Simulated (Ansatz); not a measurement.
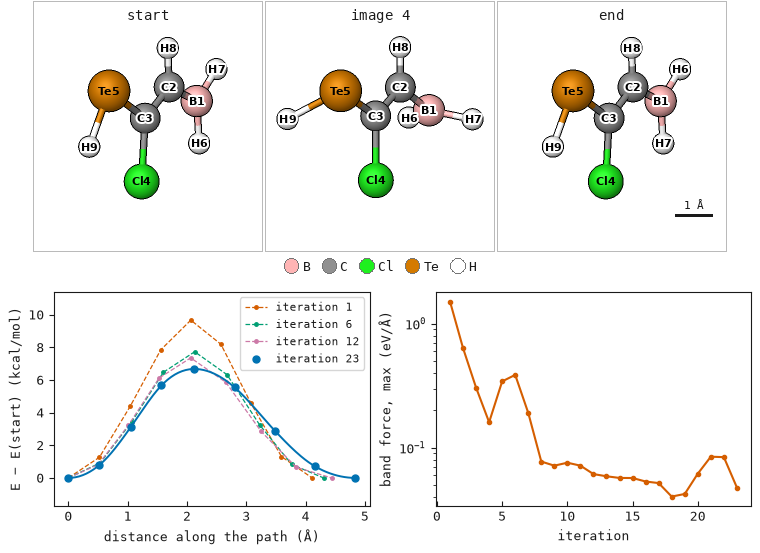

NEB run on C2H4BClTe. Images are numbered from 0 (start) to 8 (end). The plot follows the band through its iterations. The picture is a ball-and-stick view, seen from a free direction.

The calculation used Ansatz 0.2.0, RKS B3LYP-D4/def2-SVP. Settings: 7 movable images; climbing image; force threshold 0.05 eV/Å; iteration limit 60; spring constant 0.5 eV/Å²; starting path by image-dependent pair potential.

Q: How did the profile develop, and is the result final?

A: The run is converged, with reservations. The band converged in 23 iterations. The largest component of the band force went from 1.5 to 0.048 eV/Å. The climbing image converged on the top of the path. Its curvatures weren't checked. The first iteration put the highest image at 9.7 kcal/mol. The barrier is about 6.7 kcal/mol in both directions, with image 4 at the top; the ends have the same energy.

Cost: 9.3 min on 2 threads of Arm Neoverse V1, on a shared host, peak memory 0.27 GiB.
